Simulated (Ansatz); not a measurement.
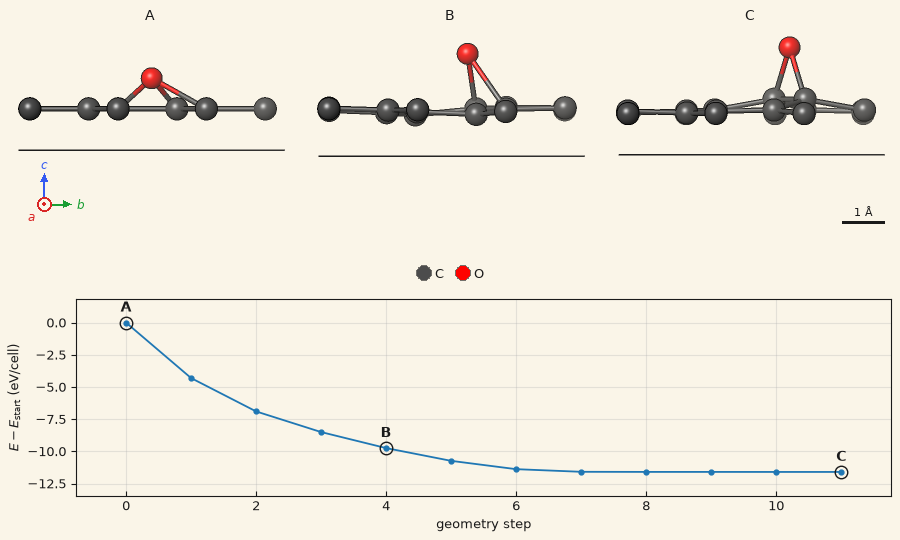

Frames of a relaxation of a slab of composition C₁₈O, marked on the history of the run. A ball-and-stick model of the cell of the calculation, outlined in the plane, without the vacuum (origin shifted), seen along the a axis.

It is O on graphene monolayer, set down by a guess. The run prepares the start of a later molecular dynamics calculation, from a guessed geometry.

These are results of Ansatz 0.2.0, DFT PBE, scalar-relativistic, plane waves, PAW, not measurements. (plane-wave cutoff 420 eV; k-point mesh 2 × 2 × 1; occupations fermi dirac; smearing width 0.02 eV; collinear spin; atoms relaxed in a fixed cell; force threshold 0.08 eV/Å; at most 25 steps)

**What happens along the run?**

The largest move relative to the layer's centre is that of the O atom, 1.27 Å at 54° to the normal (+c side). By element the largest moves are O 1.27 Å, C 0.24 Å. The lattice vectors keep their values. Some distances before and after: C–O 1.700 → 2.991 Å, C–O 1.753 → 2.991 Å, C–O 1.555 → 2.442 Å, C–O 1.669 → 2.443 Å. Bond angles that change, for instance: C–C–O 65.3° → 113.2°, C–C–O 69.0° → 113.3°, C–C–O 150.4° → 113.2°. Over 11 geometry steps the energy falls by 11.599 eV per cell of the calculation. Largest force component: 20 eV/Å at the start, 0.045 eV/Å at the end. The program noted that the starting moments weren't kept. From step 0 to 4: the O atom moves most (0.74 Å), energy −9.746 eV per cell of the calculation. From step 4 to 11: the O atom moves most (0.60 Å), energy −1.853 eV per cell of the calculation.

```json
{"step": "0", "E − E(0), meV/atom": "0.00", "largest force component, eV/Å": "19.7797"}
{"step": "1", "E − E(0), meV/atom": "-226.62", "largest force component, eV/Å": "12.6761"}
{"step": "2", "E − E(0), meV/atom": "-363.01", "largest force component, eV/Å": "7.1534"}
{"step": "3", "E − E(0), meV/atom": "-447.39", "largest force component, eV/Å": "3.6179"}
{"step": "4", "E − E(0), meV/atom": "-512.93", "largest force component, eV/Å": "3.7452"}
{"step": "5", "E − E(0), meV/atom": "-565.09", "largest force component, eV/Å": "2.3945"}
{"step": "6", "E − E(0), meV/atom": "-599.10", "largest force component, eV/Å": "1.1681"}
{"step": "7", "E − E(0), meV/atom": "-609.87", "largest force component, eV/Å": "0.2924"}
{"step": "8", "E − E(0), meV/atom": "-610.30", "largest force component, eV/Å": "0.1854"}
{"step": "9", "E − E(0), meV/atom": "-610.32", "largest force component, eV/Å": "0.2315"}
{"step": "10", "E − E(0), meV/atom": "-610.44", "largest force component, eV/Å": "0.0806"}
{"step": "11", "E − E(0), meV/atom": "-610.45", "largest force component, eV/Å": "0.0445"}
```

Limits of the set-up: the program's low-accuracy preset was used; the periodic images lie only 7.4 Å apart, so the values are limited by the cell's size.
